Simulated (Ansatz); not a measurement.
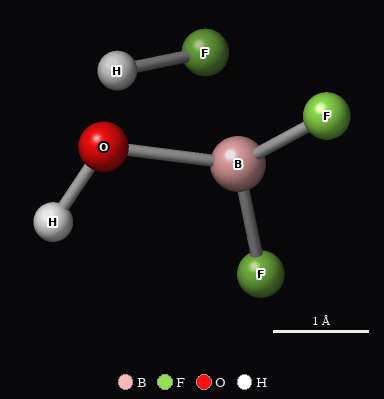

Figure 1. The structure (ball-and-stick view, seen at a tilt).

## Run report: BH₂OF₃, frequency calculation

System: BH₂OF₃.
Method: RKS PBE-D4/def2-SVP (Ansatz 0.2.0).

It belongs to a series of runs on one base structure; here: vibrations at the highest image of the band.

**The program's output**
```
Engine: ansatz 0.2.0, aarch64-unknown-linux-gnu
Functional definition: PBE
  parameter kappa = 0.804
  parameter beta = 0.06672455060314922
  exchange = pbe_x(kappa = kappa, mu = beta*pi^2/3)
  correlation = pbe_c(beta = beta)
857 factors; their error is unknown
mean field evaluation 1: about -10886.3451 eV, gradient 5.8e1 eV
mean field evaluation 2: about -10875.9091 eV, gradient 9.8e1 eV
mean field evaluation 4: about -10891.5902 eV, gradient 3.9e0 eV
mean field evaluation 8: about -10891.6157 eV, gradient 1.0e-1 eV
mean field evaluation 16: about -10891.5749 eV, gradient 6.9e-5 eV
mean field -10891.57491747 eV, -400.2579956422 hartree, gradient 6.9e-5 eV, S^2 0.000000; 0 other end points of the search recorded, 0 dependent functions left out
the calculation of the forces begins
reference -10891.57494390 eV, -400.2579966137 hartree; 21, 21 occupied and 59, 59 virtual orbitals, 857 factors
these checks for a lower state are left out or cut short: stability, starts, cluster_reference, orbital_swaps, neighbouring_geometries, increment
857 factors; their error is unknown
mean field -10891.57473927 eV, -400.2579890936 hartree, gradient 1.5e-6 eV, S^2 0.000000; 0 other end points of the search recorded, 0 dependent functions left out
[... from here on the field's lines of each further geometry are left out, up to the last ...]
the calculation of the forces begins
reference -10891.57491566 eV, -400.2579955758 hartree; 21, 21 occupied and 59, 59 virtual orbitals, 857 factors
these checks for a lower state are left out or cut short: stability, starts, cluster_reference, orbital_swaps, neighbouring_geometries, increment
857 factors; their error is unknown
mean field -10891.57489675 eV, -400.2579948809 hartree, gradient 1.9e-6 eV, S^2 0.000000; 0 other end points of the search recorded, 0 dependent functions left out
the calculation of the forces begins
reference -10891.57492318 eV, -400.2579958522 hartree; 21, 21 occupied and 59, 59 virtual orbitals, 857 factors
WARN: phonons: modes at or below zero, which the zero-point energy, F, S and C_V leave out: 1, the lowest at -743.54 cm⁻¹. A minimum has none, and a first-order saddle one
Total energy: -10891.66201248 eV, -400.2611963250 hartree
Atom 0 at     0.052301    -0.284970    -0.063015 Å, force     0.002881    -0.011311    -0.006536 eV/Å
Atom 1 at    -0.028155     0.085802     1.576219 Å, force     0.000131     0.012508    -0.003734 eV/Å
Atom 2 at     1.177009     0.257976    -0.539980 Å, force     0.001118     0.004337     0.004876 eV/Å
Atom 3 at    -1.128072     0.042503    -0.622487 Å, force    -0.005234     0.004056     0.002046 eV/Å
Atom 4 at     0.168217    -1.718772     0.366573 Å, force    -0.005275    -0.003087     0.000324 eV/Å
Atom 5 at    -0.644687    -2.207823     0.132950 Å, force     0.007104     0.007811     0.003996 eV/Å
Atom 6 at     0.045187    -1.028316     1.464339 Å, force    -0.000725    -0.014314    -0.000972 eV/Å
Dipole moment:    -0.269611    -0.550854     0.187120 e Å
Vibrations: -743.54 269.62 355.57 384.37 441.38 485.47 634.89 766.28 915.35 1019.66 1184.08 1271.36 1416.05 1985.84 3712.01 cm⁻¹, zero-point energy 0.920083 eV
```

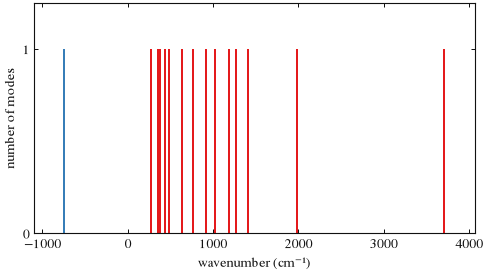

Figure 2. Harmonic vibrational wavenumbers from the force constants; neighbouring modes closer than 20 cm⁻¹ are counted in one stick, and imaginary ones are drawn at negative wavenumbers. 15 modes from 744i to 3712 cm⁻¹, 1 imaginary beyond 8i (744i cm⁻¹): a first-order saddle point, if the geometry is stationary.

The run was set up as follows.

**Input**
```yaml
crystal:
  periodic: [false, false, false]
  atoms:
    - { symbol: B, position_ang: [0.052301, -0.28497, -0.063015] }
    - { symbol: F, position_ang: [-0.028155, 0.085802, 1.576219] }
    - { symbol: F, position_ang: [1.177009, 0.257976, -0.53998] }
    - { symbol: F, position_ang: [-1.128072, 0.042503, -0.622487] }
    - { symbol: O, position_ang: [0.168217, -1.718772, 0.366573] }
    - { symbol: H, position_ang: [-0.644687, -2.207823, 0.13295] }
    - { symbol: H, position_ang: [0.045187, -1.028316, 1.464339] }
basis:
  gaussian: { orbitals: def2-SVP }
hamiltonian:
  xc: pbe
  dispersion: d4
phonons: {}
```

Run as:
```bash
ansatz run input.yaml --threads 1 --pin off --max-ram 2048MiB --backend cpu --events-out ev --progress --plain --runs-dir out
```

**Results in brief**

| quantity | value |
| --- | --- |
| outcome | converged |
| total energy | −10891.6620 eV |
| mean-field energy | −10891.5749 eV |
| largest force (length of the vector) | 0.014 eV/Å |
| hardware | 1 thread of Arm Neoverse V1, 24 GiB of memory available, shared host |
| wall time | 49 s |
| peak memory | 0.1 GiB |
